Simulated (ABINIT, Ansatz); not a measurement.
# Li3Si (Pm-3m): zone-centre phonons

Wanted: the vibrations of Li3Si (Pm-3m) at Γ, by two programs.

Main program and level: ABINIT 10.8.3; DFT PBEsol, scalar-relativistic, plane waves, PseudoDojo norm-conserving pseudopotentials.

The structure was built from a prototype and need not be the compound's stable phase.

## Step 1: Set-up

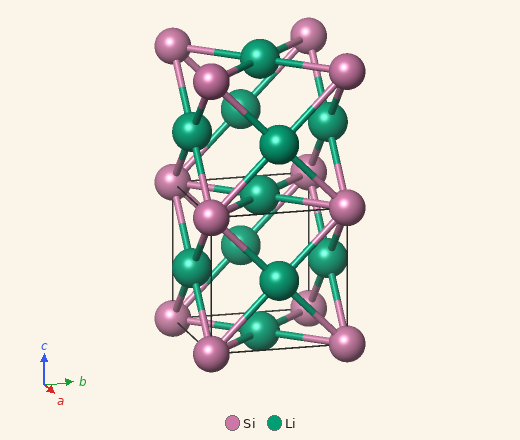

The cell as given, slightly off an axis (silicon pink, lithium teal). 1×1×2 cells are drawn. Some periodic images of atoms are drawn too.

## Step 2: Relaxing the cell and atoms

The harmonic expansion needs vanishing forces, and a free crystal bears no stress, so cell and atoms are brought to rest. Stress is more sensitive to the basis than forces are: the last 3 Ha under the cutoff are smoothed with ecutsm, and the cutoff is raised above that of the later runs.

The starting cell comes from a relaxation made beforehand in Ansatz (PBEsol, PseudoDojo NC).

Contents of relax.abi:

```
# relaxation
ionmov 2
optcell 2
dilatmx 1.08
ntime 40
tolmxf 1.0d-05
tolvrs 1.0d-14
prtwf 0
prtden 0
chksymtnons 0

# basis, mesh and filling
ecut 41.0
ecutsm 3.0
ngkpt 8 8 8
nshiftk 1
shiftk 0.0 0.0 0.0
istwfk *1
occopt 3
tsmear 0.01
nband 12
nstep 100
diemac 1000000.0
prtebands 0
prtgsr 0
useylm 1

# cell and atoms
acell 7.38273485 7.38273485 7.38273485
rprim 
    1.0 0.0 0.0
    0.0 1.0 0.0
    0.0 0.0 1.0
ntypat 2
znucl 14 3
natom 4
typat 1 2 2 2
xred 
    0.0 0.0 0.0
    0.0 0.5 0.5
    0.5 0.0 0.5
    0.5 0.5 0.0
pp_dirpath "./pseudo"
pseudos "Si.upf, Li.upf"
```

Launch:

```
OMP_NUM_THREADS=1 mpirun -n 4 abinit relax.abi > relax.log
```

Numbers of over 12 decimals in the logs are rounded to 6 here.

relax.abo, the main output file:

```text
[banners, grids, parts of the stress and lines that vanish by symmetry left out]
- input  file    -> relax.abi
- output file    -> relax.abo
- root for input  files -> relaxi
[...]
Symmetries : space group Pm -3 m (#221); Bravais cP (primitive cubic)
[...]
mpw =        6403          nfft =      110592          nkpt =          35
[...]
== DATASET  1 ==================================================================
[...]
cutoff_energies: {ecut:  41.0, pawecutdg:  -1.0, }
[...]
ETOT  1  -25.688196072894    -2.569E+01 9.509E-02 5.868E+00
 ETOT  2  -25.714995388452    -2.680E-02 1.013E-02 9.622E-01
 ETOT  3  -25.715076329766    -8.094E-05 3.431E-04 7.417E-02
 ETOT  4  -25.715081364606    -5.035E-06 1.209E-03 1.923E-03
 ETOT  5  -25.715081447244    -8.264E-08 9.940E-04 7.620E-05
[...]
At SCF step   10       vres2   =  4.52E-15 < tolvrs=  1.00E-14 =>converged.
[...]
sigma(1 1)= -1.41303035E-05  sigma(3 2)=  0.00000000E+00
  sigma(2 2)= -1.41303035E-05  sigma(3 1)=  0.00000000E+00
  sigma(3 3)= -1.41303035E-05  sigma(2 1)=  0.00000000E+00
[...]
convergence: {deltae:  8.242E-13, res2:  4.518E-15, residm:  1.556E-05, diffor: null, }
etotal    :  -2.57150815E+01
[...]
ETOT  1  -25.715086652751    -2.572E+01 1.399E-05 2.313E-02
[...]
At SCF step    8       vres2   =  2.04E-15 < tolvrs=  1.00E-14 =>converged.
[...]
sigma(1 1)= -1.26810987E-05  sigma(3 2)=  0.00000000E+00
  sigma(2 2)= -1.26810987E-05  sigma(3 1)=  0.00000000E+00
  sigma(3 3)= -1.26810987E-05  sigma(2 1)=  0.00000000E+00
[...]
convergence: {deltae:  6.111E-13, res2:  2.041E-15, residm:  1.017E-05, diffor: null, }
etotal    :  -2.57150883E+01
[...]
ETOT  1  -25.714986168282    -2.571E+01 1.792E-05 1.817E+00
[...]
At SCF step    9       vres2   =  4.11E-15 < tolvrs=  1.00E-14 =>converged.
[...]
sigma(1 1)= -1.61764159E-07  sigma(3 2)=  0.00000000E+00
  sigma(2 2)= -1.61764159E-07  sigma(3 1)=  0.00000000E+00
  sigma(3 3)= -1.61764159E-07  sigma(2 1)=  0.00000000E+00
[...]
convergence: {deltae: -1.883E-13, res2:  4.109E-15, residm:  3.711E-06, diffor: null, }
etotal    :  -2.57151173E+01
[...]
ETOT  1  -25.715117294568    -2.572E+01 2.782E-06 3.041E-04
[...]
ETOT  7  -25.715117316503    -5.187E-13 1.157E-06 1.368E-14
 ETOT  8  -25.715117316503     2.203E-13 8.680E-07 3.369E-17
 At SCF step    8       vres2   =  3.37E-17 < tolvrs=  1.00E-14 =>converged.
[...]
sigma(1 1)= -1.90774941E-09  sigma(3 2)=  0.00000000E+00
  sigma(2 2)= -1.90774941E-09  sigma(3 1)=  0.00000000E+00
  sigma(3 3)= -1.90774941E-09  sigma(2 1)=  0.00000000E+00
[...]
convergence: {deltae:  2.203E-13, res2:  3.369E-17, residm:  8.680E-07, diffor: null, }
etotal    :  -2.57151173E+01
[...]
At Broyd/MD step   4, gradients are converged :
[...]
sigma(1 1)= -1.90774941E-09  sigma(3 2)=  0.00000000E+00
  sigma(2 2)= -1.90774941E-09  sigma(3 1)=  0.00000000E+00
  sigma(3 3)= -1.90774941E-09  sigma(2 1)=  0.00000000E+00
[...]
- sigma(1 1)= -5.61279254E-05  sigma(3 2)=  0.00000000E+00
- sigma(2 2)= -5.61279254E-05  sigma(3 1)=  0.00000000E+00
- sigma(3 3)= -5.61279255E-05  sigma(2 1)=  0.00000000E+00
[...]
fcart     -0.0000000000E+00 -0.0000000000E+00 -0.0000000000E+00
           strten     -1.9077494094E-09 -1.9077494094E-09 -1.9077494109E-09
================================================================================

[key lines of the parts left out:]
pressure_GPa:   5.6128E-05
Total energy (etotal) [Ha]= -2.57151173165027E+01
```

Elapsed: 2.2 min, on 4 MPI ranks of Intel Xeon at 2.70GHz, shared host; 9 min of CPU time.

Step by step:

```
step  energy less that of the first step (eV)  largest force (eV/Å)  volume (Å³)
   1                                   0.0000                0.0000        59.63
   2                                  -0.0002                0.0000        59.70
   3                                  -0.0010                0.0000        60.38
   4                                  -0.0010                0.0000        60.39
```

```
conventional cell, symmetrised  before  after  change
                         a (Å)   3.907  3.923  +0.4 %
                         b (Å)   3.907  3.923  +0.4 %
                         c (Å)   3.907  3.923  +0.4 %
              volume (Å³/atom)   14.91  15.10  +1.3 %
```

Final coordinates:

```xyz
4
Lattice="3.9233 0.0000 0.0000 0.0000 3.9233 0.0000 0.0000 0.0000 3.9233" Properties=species:S:1:pos:R:3 pbc="T T T"
Si    0.0000    0.0000    0.0000
Li    0.0000    1.9616    1.9616
Li    1.9616    0.0000    1.9616
Li    1.9616    1.9616    0.0000
```

Numbers from this step:

- volume per atom: 15.10 Å³
- pressure: 5.61e-5 GPa
- gap on the k-mesh: 0 eV

The volume changes by +1.3 % from the cell with which this run began.

## Step 3: Ground state

The response is built on these wavefunctions, so the potential is converged far more tightly than an energy would need. Occupations are smeared.

Contents of gs.abi:

```
# ground state
tolvrs 1.0d-16
prtden 1
prtwf 1

# basis, mesh and filling
ecut 33.0
ngkpt 8 8 8
nshiftk 1
shiftk 0.0 0.0 0.0
istwfk *1
occopt 3
tsmear 0.01
nband 12
nstep 100
diemac 1000000.0
prtebands 0
prtgsr 0
useylm 1

# cell and atoms
acell 7.413955669 7.413955669 7.413955669
rprim 
    1.0 0.0 0.0
    0.0 1.0 0.0
    0.0 0.0 1.0
ntypat 2
znucl 14 3
natom 4
typat 1 2 2 2
xred 
    0.0 0.0 0.0
    0.0 0.5 0.5
    0.5 0.0 0.5
    0.5 0.5 0.0
pp_dirpath "./pseudo"
pseudos "Si.upf, Li.upf"
```

Launch:

```
OMP_NUM_THREADS=1 mpirun -n 4 abinit gs.abi > gs.log
```

gs.abo, the main output file:

```text
[banners, grids, parts of the stress and lines that vanish by symmetry left out]
- input  file    -> gs.abi
- output file    -> gs.abo
- root for input  files -> gsi
[...]
Symmetries : space group Pm -3 m (#221); Bravais cP (primitive cubic)
[...]
mpw =        3747          nfft =       64000          nkpt =          35
[...]
== DATASET  1 ==================================================================
[...]
cutoff_energies: {ecut:  33.0, pawecutdg:  -1.0, }
[...]
ETOT  1  -25.689691704246    -2.569E+01 8.578E-02 3.631E+00
 ETOT  2  -25.714717516601    -2.503E-02 2.233E-03 3.520E-01
 ETOT  3  -25.714767949241    -5.043E-05 5.637E-04 3.238E-02
 ETOT  4  -25.714772122543    -4.173E-06 3.487E-04 5.546E-04
 ETOT  5  -25.714772156877    -3.433E-08 6.284E-05 2.893E-05
[...]
ETOT 10  -25.714772160453     2.203E-13 2.580E-05 1.634E-15
 ETOT 11  -25.714772160452     4.903E-13 1.800E-05 8.685E-18
 At SCF step   11       vres2   =  8.69E-18 < tolvrs=  1.00E-16 =>converged.
[...]
sigma(1 1)=  1.13128410E-05  sigma(3 2)=  0.00000000E+00
  sigma(2 2)=  1.13128410E-05  sigma(3 1)=  0.00000000E+00
  sigma(3 3)=  1.13128410E-05  sigma(2 1)=  0.00000000E+00
[...]
convergence: {deltae:  4.903E-13, res2:  8.685E-18, residm:  1.800E-05, diffor: null, }
etotal    :  -2.57147722E+01
[...]
sigma(1 1)=  1.13128410E-05  sigma(3 2)=  0.00000000E+00
  sigma(2 2)=  1.13128410E-05  sigma(3 1)=  0.00000000E+00
  sigma(3 3)=  1.13128410E-05  sigma(2 1)=  0.00000000E+00
[...]
- sigma(1 1)=  3.32835274E-01  sigma(3 2)=  0.00000000E+00
- sigma(2 2)=  3.32835274E-01  sigma(3 1)=  0.00000000E+00
- sigma(3 3)=  3.32835274E-01  sigma(2 1)=  0.00000000E+00
[...]
fcart     -0.0000000000E+00 -0.0000000000E+00 -0.0000000000E+00
           strten      1.1312841015E-05  1.1312841015E-05  1.1312841015E-05
================================================================================

[key lines of the parts left out:]
pressure_GPa:  -3.3284E-01
```

It took 28 s on 4 MPI ranks; 1.9 min of CPU time.

Read from the output:

- pressure: -0.3328 GPa

The cell stands at -0.33 GPa: the relaxation ran with a smoothed and higher cutoff, and the difference is a stress of the finite basis.

[end of part 1 of 4]

[Host names and launcher messages were left out of these logs when they were recorded.]

[Logs are printed without paths, hosts, clocks, repeated set-up lines and the standing remarks that a program may print on its own settings, such as how far it seeks lower states.]

[Hosts, paths, dates, database ids (printed as entryN), source tags and the programs' standing remarks are cut or masked in the printed files.]
